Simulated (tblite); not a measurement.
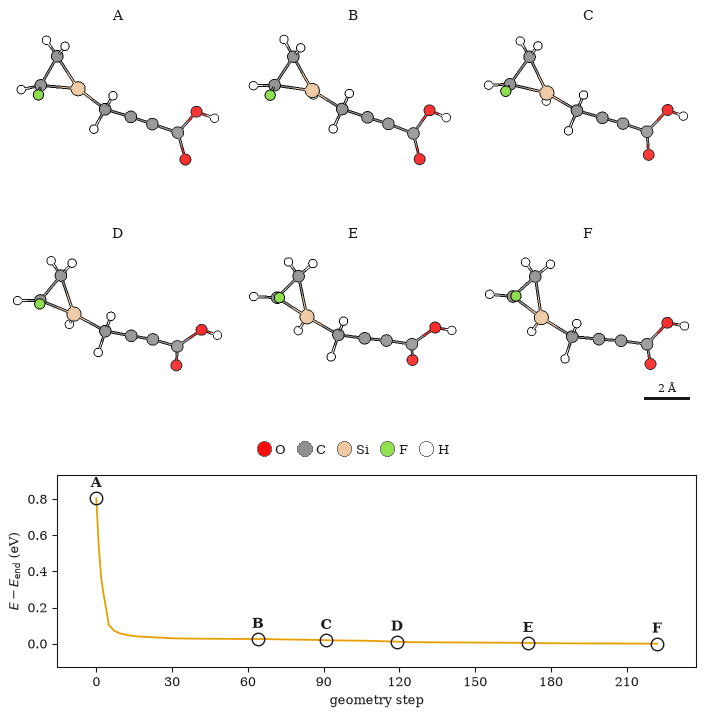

Frames of a relaxation of C6H7FO2Si, marked on the history of the run. Style: ball-and-stick. Shown from a free direction.

The calculation used GFN2-xTB geometry optimisation, gas phase (tblite 0.8.0). 

### Describe the path.

An H atom moves most after the best rigid fit: 1.34 Å. By element the largest moves are H 1.34 Å, O 1.01 Å, F 0.87 Å, Si 0.57 Å, C 0.53 Å. Near-neighbour distances that change, for instance: C–O 1.413 → 1.343 Å, C–Si 1.847 → 1.909 Å, C–O 1.257 → 1.205 Å, H–O 1.015 → 0.970 Å. Among the angles between lasting bonds that change: C–O–H 121.3° → 109.7°, O–C–C 122.8° → 112.0°, Si–C–H 116.2° → 124.5°. Groups turn about C–Si by about 45°. The energy falls by 0.805 eV in 222 geometry steps. The run took 3 s on 1 thread of Arm Neoverse N1, on a shared host. From step 0 to 64: H atoms move most (0.24 Å), energy −0.779 eV. From step 64 to 91: an O atom moves most (0.56 Å), energy −0.007 eV. From step 91 to 119: an O atom moves most (0.45 Å), energy −0.008 eV. From step 119 to 171: an H atom moves most (0.41 Å), energy −0.008 eV. From step 171 to 222: an O atom moves most (0.30 Å), energy −0.003 eV.
